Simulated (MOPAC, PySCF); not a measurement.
Breaking a bond: AgCl, singlet.

Levels: UCCSD(T) = CCSD(T) on UHF/def2-TZVP, 5 core orbitals frozen, def2 effective core potentials past Kr in PySCF; PM7, restricted, heats of formation (MOPAC); UMP2 = MP2 on UHF/def2-TZVP, 5 core orbitals frozen, def2 effective core potentials past Kr (PySCF 2.14.0).

Energies are in mEh, each relative to the lowest point of its own curve near equilibrium.

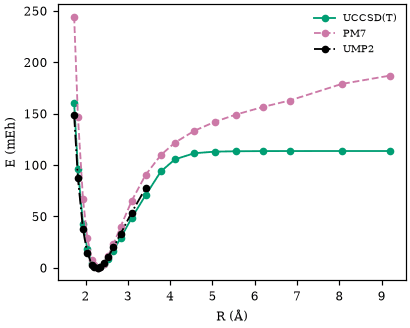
Figure. Energy against bond length for each method.

```tsv
R / Å	UCCSD(T)	PM7	UMP2
1.73	160.4	244.6	148.5
1.82	95.9	147.0	87.1
1.94	43.1	66.8	37.4
2.04	18.5	29.4	14.9
2.15	4.8	8.1	3.0
2.21	1.4	2.6	0.4
2.29	0.0	0.0	0.0
2.35	0.7	0.7	1.3
2.43	3.3	4.2	4.7
2.53	8.4	11.3	10.6
2.66	16.9	23.1	19.9
2.83	29.3	40.2	33.3
3.09	48.6	65.2	53.9
3.42	70.8	90.6	77.6
3.78	93.8	109.8	—
4.11	105.5	121.8	—
4.57	111.6	133.4	—
5.05	113.1	142.0	—
5.55	113.5	149.1	—
6.20	113.6	156.7	—
6.82	113.7	162.8	—
8.05	113.7	178.9	—
9.20	113.7	187.2	—
```

At the longest distance, 9.20 Å, PM7 lies highest above its minimum (187.2 mEh) and UCCSD(T) lowest (113.7 mEh).

Dashes: no converged value, or the column stops at the first point that the program doubted or that broke a chosen test of continuity, which isn't proof of a fault.

The unrestricted determinant behind UCCSD(T), UMP2 is spin-contaminated at 3.78 to 9.20 Å (<S²> up to 1.0, against 0.00 for a pure singlet). The restricted form behind PM7 keeps the bonding electrons paired and can't separate into open-shell fragments.
